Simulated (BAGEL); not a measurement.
# SiN2H4F (SMILES N[Si](N)F) at ROHF/def2-SVPD (density fitting with qzvpp-jkfit)

What is the energy change on altering one bond length of SiN2H4F at ROHF/def2-SVPD (density fitting with qzvpp-jkfit)? 

Program for the calculation: BAGEL 1.2.2.

### Step 1. The structure to begin with

SiN2H4F has 8 atoms, charge 0, and is taken as a doublet. SMILES: `N[Si](N)F`. Geometry: relaxed at PBE0-D4/def2-TZVP. This is one conformer, not always the lowest.

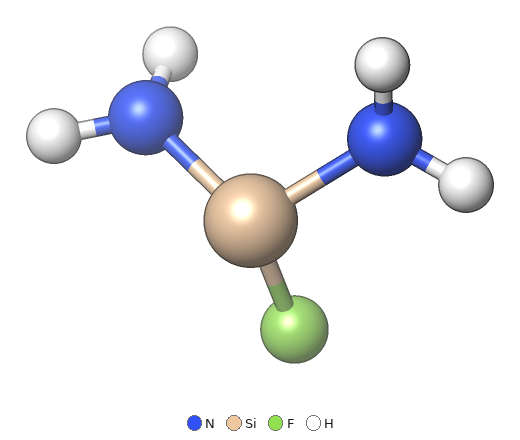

The structure, seen from a chosen angle (nitrogen blue, silicon light orange, fluorine green, hydrogen white).

### Step 2. A single-point energy at ROHF/def2-SVPD (density fitting with qzvpp-jkfit)

job.json reads:

```json
{ "bagel" : [

{
  "title" : "molecule",
  "basis" : "def2-svpd.json",
  "df_basis" : "qzvpp-jkfit",
  "angstrom" : "true",
  "geometry" : [
    { "atom" : "N", "xyz" : [      -0.814900,       1.031500,      -0.359900 ] },
    { "atom" : "Si", "xyz" : [       0.517200,      -0.020700,      -0.581300 ] },
    { "atom" : "N", "xyz" : [       0.780300,      -0.793300,       0.910700 ] },
    { "atom" : "F", "xyz" : [       0.045300,      -0.971200,      -1.794000 ] },
    { "atom" : "H", "xyz" : [      -1.331700,       1.348900,      -1.165000 ] },
    { "atom" : "H", "xyz" : [      -0.763800,       1.744700,       0.350200 ] },
    { "atom" : "H", "xyz" : [       1.648600,      -1.254800,       1.120500 ] },
    { "atom" : "H", "xyz" : [       0.011100,      -1.142300,       1.463200 ] }
  ]
},

{
  "title" : "rohf",
  "nopen" : 1
},

{
  "title" : "print",
  "file" : "orbitals.molden",
  "orbitals" : "true"
}

]}
```

The basis set def2-SVPD is read from a file made from the Basis Set Exchange's data (not shown).

Command:

```
BAGEL_NUM_THREADS=1 BAGEL job.json > job.out
```

What it wrote:

```text
* using 1 threads per process

  ===============================================================
  ===============================================================

  *** Geometry ***

  { "atom" : "N", "xyz" : [     -1.539938,      1.949252,     -0.680112 ] },
  { "atom" : "Si", "xyz" : [      0.977366,     -0.039117,     -1.098498 ] },
  { "atom" : "N", "xyz" : [      1.474553,     -1.499120,      1.720974 ] },
  { "atom" : "F", "xyz" : [      0.085605,     -1.835302,     -3.390169 ] },
  { "atom" : "H", "xyz" : [     -2.516548,      2.549052,     -2.201531 ] },
  { "atom" : "H", "xyz" : [     -1.443373,      3.297005,      0.661782 ] },
  { "atom" : "H", "xyz" : [      3.115402,     -2.371228,      2.117438 ] },
  { "atom" : "H", "xyz" : [      0.020976,     -2.158634,      2.765047 ] },

  Number of auxiliary basis functions:      431

  Since a DF basis is specified, we compute 2- and 3-index integrals:
    o Being stored without compression. Storage requirement is 0.049 GB

  Number of basis functions:      119
  Number of electrons      :       41

    * METHOD: MOLECULE                             0.18

  *** Open-shell HF ***

  === Nuclear Repulsion ===
   175.0785600732

      * DIIS with orbital gradients will be used.

  === ROHF iteration (def2-svpd.json) ===
      0       -499.04394980          0.04377230           0.14
      1       -499.30143176          0.03033967           0.14
      2       -499.39536424          0.01718160           0.14
      3       -499.44794290          0.00127947           0.14
      4       -499.44877493          0.00046051           0.14
      5       -499.44894709          0.00015768           0.14
      6       -499.44897678          0.00004591           0.14
      7       -499.44898908          0.00001445           0.14
      8       -499.44899353          0.00000496           0.14
      9       -499.44899446          0.00000226           0.14
     10       -499.44899465          0.00000095           0.14
     11       -499.44899467          0.00000042           0.14
     12       -499.44899466          0.00000019           0.14
     13       -499.44899467          0.00000007           0.14
     14       -499.44899466          0.00000002           0.14
     15       -499.44899466          0.00000001           0.14
     16       -499.44899466          0.00000000           0.14
    * SCF iteration converged.

    * S^2 (ROHF) is 0.7500

    * Permanent dipole moment:
           (   -0.036053,    -0.413133,    -0.688550) a.u.

    * METHOD: ROHF                                 2.54

    * METHOD: PRINT                                0.02

  ===============================================================
```

Wall time 2.9 s (1 thread of Arm Neoverse V2, shared host); peak memory 0.14 GiB.

### Step 3. The distorted shape, same level

input.json reads:

```json
{ "bagel" : [

{
  "title" : "molecule",
  "basis" : "def2-svpd.json",
  "df_basis" : "qzvpp-jkfit",
  "angstrom" : true,
  "geometry" : [
    { "atom" : "N", "xyz" : [   -0.737365,    0.983880,   -0.239111 ] },
    { "atom" : "Si", "xyz" : [    0.594735,   -0.068320,   -0.460511 ] },
    { "atom" : "N", "xyz" : [    0.857835,   -0.840920,    1.031489 ] },
    { "atom" : "F", "xyz" : [    0.122835,   -1.018820,   -1.673211 ] },
    { "atom" : "H", "xyz" : [   -1.331700,    1.348900,   -1.165000 ] },
    { "atom" : "H", "xyz" : [   -0.686265,    1.697080,    0.470989 ] },
    { "atom" : "H", "xyz" : [    1.726135,   -1.302420,    1.241289 ] },
    { "atom" : "H", "xyz" : [    0.088635,   -1.189920,    1.583989 ] }
  ]
},
{ "title" : "rohf", "nopen" : 1 },
{ "title" : "print", "file" : "orbitals.molden", "orbitals" : true }

]}
```

The basis set def2-SVPD is read from a file made from the Basis Set Exchange's data (not shown).

Command:

```
BAGEL_NUM_THREADS=1 BAGEL input.json > input.out
```

What it wrote:

```text
* using 1 threads per process

  ===============================================================
  ===============================================================

  *** Geometry ***

  { "atom" : "N", "xyz" : [     -1.393418,      1.859264,     -0.451854 ] },
  { "atom" : "Si", "xyz" : [      1.123886,     -0.129106,     -0.870240 ] },
  { "atom" : "N", "xyz" : [      1.621073,     -1.589108,      1.949232 ] },
  { "atom" : "F", "xyz" : [      0.232125,     -1.925291,     -3.161911 ] },
  { "atom" : "H", "xyz" : [     -2.516548,      2.549052,     -2.201531 ] },
  { "atom" : "H", "xyz" : [     -1.296853,      3.207016,      0.890040 ] },
  { "atom" : "H", "xyz" : [      3.261922,     -2.461217,      2.345696 ] },
  { "atom" : "H", "xyz" : [      0.167496,     -2.248623,      2.993305 ] },

  Number of auxiliary basis functions:      431

  Since a DF basis is specified, we compute 2- and 3-index integrals:
    o Being stored without compression. Storage requirement is 0.049 GB

  Number of basis functions:      119
  Number of electrons      :       41

    * METHOD: MOLECULE                             0.19

  *** Open-shell HF ***

  === Nuclear Repulsion ===
   174.3479401622

      * DIIS with orbital gradients will be used.

  === ROHF iteration (def2-svpd.json) ===
      0       -499.02967249          0.04324777           0.14
      1       -499.28151803          0.03038081           0.14
      2       -499.37589251          0.01747483           0.14
      3       -499.43050381          0.00130058           0.14
      4       -499.43143976          0.00044768           0.14
      5       -499.43162420          0.00016518           0.14
      6       -499.43165632          0.00005003           0.14
      7       -499.43167012          0.00001495           0.13
      8       -499.43167498          0.00000530           0.14
      9       -499.43167595          0.00000271           0.14
     10       -499.43167610          0.00000103           0.14
     11       -499.43167611          0.00000044           0.14
     12       -499.43167612          0.00000023           0.14
     13       -499.43167612          0.00000008           0.14
     14       -499.43167612          0.00000003           0.14
     15       -499.43167612          0.00000002           0.14
     16       -499.43167612          0.00000001           0.14
    * SCF iteration converged.

    * S^2 (ROHF) is 0.7500

    * Permanent dipole moment:
           (   -0.008519,    -0.424865,    -0.658198) a.u.

    * METHOD: ROHF                                 2.51

    * METHOD: PRINT                                0.02

  ===============================================================
```

Run time: 2.9 s. Hardware: 1 thread of Arm Neoverse V2, shared host; peak memory 0.14 GiB.

### Step 4. Results

At ROHF/def2-SVPD (density fitting with qzvpp-jkfit):

| quantity | value |
| --- | --- |
| first shape: total energy | -499.44899 Eh |
| first shape: dipole moment | 2.04 D |
| first shape: ⟨S²⟩ | 0.750 |
| distorted shape: total energy | -499.43168 Eh |
| distorted shape: dipole moment | 1.99 D |
| distorted shape: ⟨S²⟩ | 0.750 |
| energy change with the N1–H5 bond stretched from 1.008 to 1.159 Å | 0.471 eV |

**Reading.** With the N1–H5 bond stretched from 1.008 to 1.159 Å the energy rises by 0.47 eV (45.5 kJ/mol). The first shape isn't relaxed at this level, so the change isn't measured from a minimum.
